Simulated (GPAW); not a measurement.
# How far to go with the k-point mesh: Ag (Fm-3m, 1 atom in the cell)

```xyz
1
Lattice="0.0000 2.0552 2.0552 2.0552 0.0000 2.0552 2.0552 2.0552 0.0000" Properties=species:S:1:pos:R:3 pbc="T T T"
Ag     0.0000     0.0000     0.0000
```

Computed with PBE, GPAW PAW datasets PBE (gpaw-data 1.0.1) (plane waves; GPAW).

Base settings: mode = pw; ecut = 600 eV; xc = PBE; kpts = 10 10 10; mesh shift (steps) = 0 0 0; occupations.name = fermi-dirac; occupations.width = 0.1 eV; nbands = -9; convergence.forces = 0.001 eV/Å; symmetry.symmorphic = false.

The second cell is the first with its lattice scaled by 0.98.

Only quantities that move along the ladder and can be compared are tabulated.

The count of work is k-points × plane waves × bands × iterations; it is no time. Core times come from one kind of shared machine, to one figure; runs under 30 s give none.

The starting cell has typed, rounded lattice constants, without a prior relaxation at this level. Its lattice was rescaled by up to half a per cent.

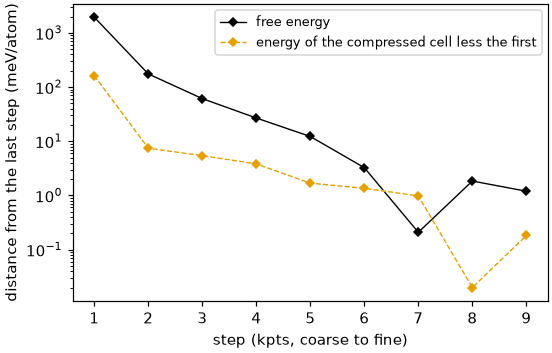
Figure. Distance from the last step along the ladder; very small values are drawn at a floor.

| kpts | free energy less the last step's (meV/atom) | energy of the compressed cell less the first (meV/atom) | pressure (GPa) | count of work / last | core time / last (rough) |
|---|---|---|---|---|---|
| 2 2 2 | 1944.20 | 201.46 | 25.32 | 0.0053 | – |
| 4 4 4 | 174.63 | 46.90 | 3.58 | 0.016 | – |
| 6 6 6 | 61.20 | 44.89 | 3.40 | 0.029 | – |
| 8 8 8 | 26.83 | 43.29 | 3.17 | 0.053 | – |
| 10 10 10 | 12.25 | 41.15 | 2.89 | 0.092 | – |
| 11 11 11 | -3.25 | 38.11 | 2.46 | 0.11 | – |
| 13 13 13 | 0.21 | 38.49 | 2.51 | 0.15 | – |
| 20 20 20 | -1.84 | 39.49 | 2.62 | 0.51 | 0.3 |
| 24 24 24 | -1.20 | 39.29 | 2.60 | 0.76 | 0.6 |
| 27 27 27 | 0.00 | 39.47 | 2.64 | 1.0 | 1 |

Coarsest kpts that holds the free energy within 5 meV/atom of the last step, with all finer ones: 11 11 11, at 0.11 of the last step's count of work; the step before is off by 12 meV/atom.

Coarsest kpts that holds the pressure within 0.2 GPa of the last step, with all finer ones: 11 11 11, at 0.11 of the last step's count of work; the step before is off by 0.25 GPa.

Coarsest kpts that holds the energy of the compressed cell less the first within 0.5 meV/atom of the last step, with all finer ones: 20 20 20, at about 0.3 of the last step's time; the step before is off by 0.98 meV/atom.
